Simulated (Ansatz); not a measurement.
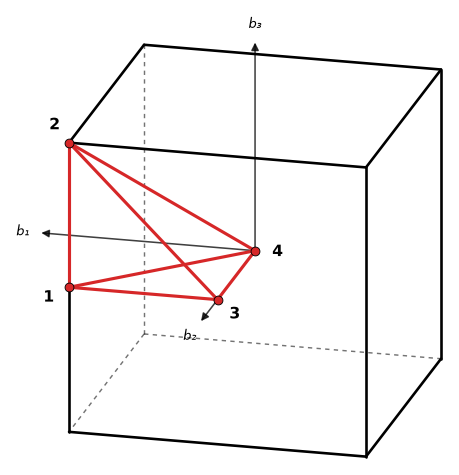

The first Brillouin zone of a simple cubic lattice (cP; extended symbol cP2) is drawn with its special points numbered. Crystal: WC3, coordinates from a relaxation with DFT PBE, scalar-relativistic, plane waves, PAW in Ansatz 0.2.0; the starting structure was generated, so it need not be a known form of this composition. Geometry calculated from the standardised cell; symmetry tolerance 0.002 Å.

a = 3.250 Å, b = 3.250 Å, c = 3.250 Å, α = 90.00°, β = 90.00°, γ = 90.00°.

Labels and path follow the convention of Hinuma et al. (2017), as computed by seekpath; the arrows show the directions of the reciprocal primitive vectors b₁, b₂, b₃, in which coordinates are given.

Which special point is each number?

Answer.
| no. | label | coordinates |
| --- | --- | --- |
| 1 | M | (1/2, 1/2, 0) |
| 2 | R | (1/2, 1/2, 1/2) |
| 3 | X | (0, 1/2, 0) |
| 4 | Γ | (0, 0, 0) |
